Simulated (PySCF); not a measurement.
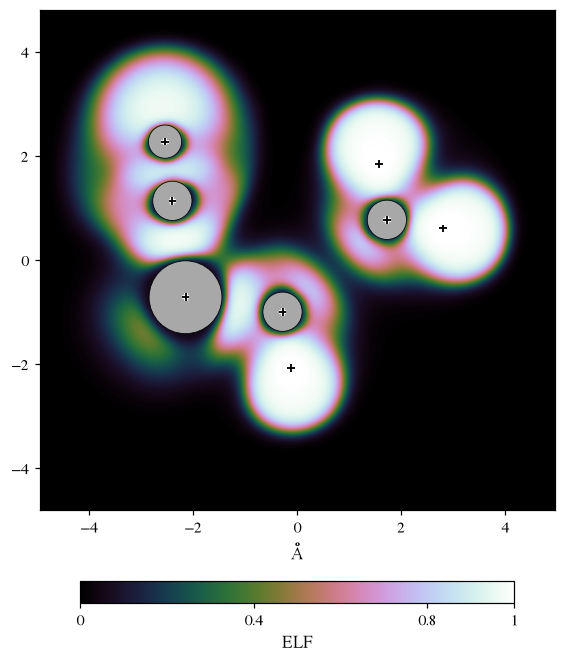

The electron localisation function on a plane through atoms (crosses mark nuclei in the plane; grey discs cover the cores).

All numbers below come from PBE0/pcSseg-1, SCF density, gas phase, non-relativistic in PySCF 2.14.0.

Candidates:
A. C₆H₁₀F₂OSi
B. C₅H₁₃NSi₃
C. C₄H₈B₂SSi (SMILES BSB/C([SiH3])=C\C#C)

Which candidate gave the map?

Answer. Candidate B: C₅H₁₃NSi₃ on the plane of atoms C6, Si7 and C8, which holds C, Si, N and H. C–N (1.15 Å): the ELF peaks at about 0.85 between the atoms (a multiple bond). C–Si (1.87 Å): the ELF peaks at about 1 between the atoms, as expected for localised, covalent bonding.
